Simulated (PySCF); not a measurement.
# quartet NO2: levels of theory compared

Aim: a comparison of 6 runs (UB3LYP/6-31G*, U-wB97X/cc-pVTZ, UPBE0/cc-pVTZ, UTPSS/cc-pVTZ, USCS-MP2/cc-pVTZ, UCCSD(T)/cc-pVTZ) of quartet NO2. Input form: a Python script.

The calculation is run with PySCF 2.14.0.

3 further runs of the same task are left out: 3 set aside as unsound or not needed. Runs told in other sessions of the task aren't counted.

## Step 1: The system as given

NO2: 3 atoms, total charge 0, spin state quartet. SMILES of the parent species: `[O]N=O`. The shape is that of a GFN2-xTB optimisation. That shape belongs to the parent species and isn't relaxed for this state.

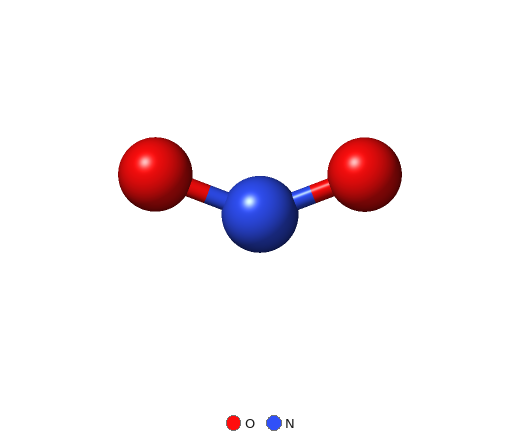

Viewed from a chosen angle; oxygen red, nitrogen blue.

## Step 2: The energy at UB3LYP/6-31G(d) (spherical functions) (run 1)

Input file job.py:

```python
from pyscf import gto, dft

mol = gto.Mole()
mol.atom = 'O 0.201690 -1.092400 -0.004860; N -0.247880 -0.008390 -0.136210; O 0.046180 1.100790 0.141070'
mol.verbose = 3
mol.spin = 3
mol.basis = '6-31g*'
mol.max_memory = 1860
mol.build()

ks = dft.UKS(mol)
ks.xc = 'b3lyp'
ks.conv_tol = 1e-10
ks.grids.level = 5
ks.kernel()
if not ks.converged:
    ks = ks.newton().run(ks.mo_coeff, ks.mo_occ)

energy = ks.e_tot
print('E = %.10f Eh' % energy)
```

Launch:

```sh
$ OMP_NUM_THREADS=1 python job.py
```

Standard output:

```text
WARN: HOMO -0.0822030374625604 >= LUMO -0.393518060506653

WARN: HOMO -0.187782289100686 >= LUMO -0.225851480768189

WARN: HOMO -0.163335271421811 >= LUMO -0.251215227512943

WARN: HOMO -0.166948746945843 >= LUMO -0.243403455254299

WARN: HOMO -0.168023511695768 >= LUMO -0.243095450265721

WARN: HOMO -0.16748204482038 >= LUMO -0.242361025781967

WARN: HOMO -0.167558362516609 >= LUMO -0.24240450686657

WARN: HOMO -0.167629263210835 >= LUMO -0.242459004916016

WARN: HOMO -0.167588137245084 >= LUMO -0.242423894134288

WARN: HOMO -0.167593024777286 >= LUMO -0.242430991481859

WARN: HOMO -0.167592713161577 >= LUMO -0.242431344317198

WARN: HOMO -0.167592842683251 >= LUMO -0.242431289909503

converged SCF energy = -204.89524442224  <S^2> = 3.7585205  2S+1 = 4.004258
E = -204.8952444222 Eh
```

It took 8.1 s on 1 thread of Intel Xeon Platinum 8259CL at 2.50GHz (Skylake/Cascade Lake), shared host; peak memory 0.26 GiB.

## Step 3: A single-point energy at U-wB97X/cc-pVTZ (run 2)

Input file start.xyz:

```xyz
3
NO2
O      0.201690    -1.092400    -0.004860
N     -0.247880    -0.008390    -0.136210
O      0.046180     1.100790     0.141070
```

Input file run.py:

```python
from pyscf import gto, dft

molecule = gto.Mole()
molecule.atom = 'start.xyz'
molecule.max_memory = 1860
molecule.basis = 'cc-pvtz'
molecule.spin = 3
molecule.verbose = 4
molecule.charge = 0
molecule.build()

mf = dft.UKS(molecule, xc='wb97x')
mf.conv_tol = 1e-10
mf.grids.level = 5
mf.kernel()
if not mf.converged:
    mf = mf.newton().run(mf.mo_coeff, mf.mo_occ)

etot = mf.e_tot
print('E = %.10f Eh' % etot)
```

Launch:

```sh
$ OMP_NUM_THREADS=1 python run.py
```

Standard output:

```text
PySCF version 2.14.0

[INPUT] num. atoms = 3
[INPUT] num. electrons = 23
[INPUT] charge = 0
[INPUT] spin (= nelec alpha-beta = 2S) = 3
[INPUT] symmetry False subgroup None
[INPUT] Mole.unit = angstrom
[INPUT] Symbol           X                Y                Z      unit          X                Y                Z       unit  Magmom
[INPUT]  1 O      0.201690000000  -1.092400000000  -0.004860000000 AA    0.381138862064  -2.064336818475  -0.009184068965 Bohr   0.0
[INPUT]  2 N     -0.247880000000  -0.008390000000  -0.136210000000 AA   -0.468425311757  -0.015854802185  -0.257399595427 Bohr   0.0
[INPUT]  3 O      0.046180000000   1.100790000000   0.141070000000 AA    0.087267552432   2.080191620660   0.266583664392 Bohr   0.0

[... 40 lines left out ...]
WARN: HOMO -0.0485192550487028 >= LUMO -0.41800152911105
[... 58 lines left out ...]
converged SCF energy = -204.930540132258  <S^2> = 3.7623127  2S+1 = 4.0061516
E = -204.9305401323 Eh
```

It took 27 s on 1 thread of Intel Xeon Platinum 8259CL at 2.50GHz (Skylake/Cascade Lake), shared host; peak memory 0.44 GiB.

Runs 3 to 5 aren't shown in full; the table further down has their settings and results.

## Step 4: A single-point energy at UCCSD(T)/cc-pVTZ (run 6)

Changes to start.xyz since step 3:

```diff
@@ -1,3 +1,3 @@
 3
-NO2
+
 O      0.201690    -1.092400    -0.004860
```

Input file input.py:

```python
from pyscf import gto, cc

mol = gto.M(
    atom='start.xyz',
    basis='cc-pvtz',
    spin=3,
    max_memory=1860,
    verbose=4,
)

mf = mol.UHF()
mf.conv_tol = 1e-10
mf.kernel()
if not mf.converged:
    mf = mf.newton().run(mf.mo_coeff, mf.mo_occ)

mycc = cc.CCSD(mf, frozen=3)
mycc.kernel()
e_t = mycc.ccsd_t()
e_tot = mycc.e_tot + e_t
print(f'total energy: {e_tot:.8f} hartree')
```

Launch:

```sh
$ OMP_NUM_THREADS=1 python input.py
```

Standard output:

```text
PySCF version 2.14.0

[INPUT] num. atoms = 3
[INPUT] num. electrons = 23
[INPUT] charge = 0
[INPUT] spin (= nelec alpha-beta = 2S) = 3
[INPUT] symmetry False subgroup None
[INPUT] Mole.unit = angstrom
[INPUT] Symbol           X                Y                Z      unit          X                Y                Z       unit  Magmom
[INPUT]  1 O      0.201690000000  -1.092400000000  -0.004860000000 AA    0.381138862064  -2.064336818475  -0.009184068965 Bohr   0.0
[INPUT]  2 N     -0.247880000000  -0.008390000000  -0.136210000000 AA   -0.468425311757  -0.015854802185  -0.257399595427 Bohr   0.0
[INPUT]  3 O      0.046180000000   1.100790000000   0.141070000000 AA    0.087267552432   2.080191620660   0.266583664392 Bohr   0.0

[... 27 lines left out ...]
WARN: HOMO 0.015548859595155 >= LUMO -0.426536315990703
[... 62 lines left out ...]
converged SCF energy = -204.011012748771  <S^2> = 3.7942393  2S+1 = 4.0220588
[... 12 lines left out ...]
Init t2, MP2 energy = -0.561211325466457
[... 16 lines left out ...]
UCCSD converged
[... 2 lines left out ...]
total energy: -204.61883783 hartree
```

It took 1.8 min on 1 thread of Intel Xeon Platinum 8259CL at 2.50GHz (Skylake/Cascade Lake), shared host; peak memory 2.6 GiB.

## Step 5: The series

```tsv
run	level	integration grid	frozen core orbitals	energy (Eh)	dipole moment (D) of the reference	HOMO energy (eV)	⟨S²⟩	wall time
1	UB3LYP/6-31G* (spherical functions)	5	–	-204.895244	0.01	-4.56	3.759	8.1 s
2	U-wB97X/cc-pVTZ	5	–	-204.930540	0.01	-7.60	3.762	27 s
3	UPBE0/cc-pVTZ	5	–	-204.774224	0.03	-5.10	3.761	16 s
4	UTPSS/cc-pVTZ	5	–	-205.014546	0.04	-3.32	3.757	29 s
5	USCS-MP2/cc-pVTZ	–	3	-204.551639	0.11	-10.27	3.794	3.6 s
6	UCCSD(T)/cc-pVTZ	–	3	-204.618838	0.11	-10.27	3.794	1.8 min
```

## Step 6: Outcome

```
                                                         quantity          value
                                              run 6: total energy  -204.61884 Eh
                      run 6: dipole moment (Hartree–Fock density)         0.11 D
run 6: HOMO energy (Hartree–Fock orbitals) (highest over α and β)      -10.27 eV
 run 6: LUMO energy (Hartree–Fock orbitals) (lowest over α and β)       -0.06 eV
               run 6: correlation energy (3 core orbitals frozen)     -607.8 mEh
                                            run 6: (T) correction     -23.02 mEh
                         run 6: ⟨S²⟩ of the reference determinant          3.794
                                             run 6: T1 diagnostic          0.026
```

In words: Totals of different functionals can't be ranked against each other. All runs together took 3.2 min, the longest 1.8 min.
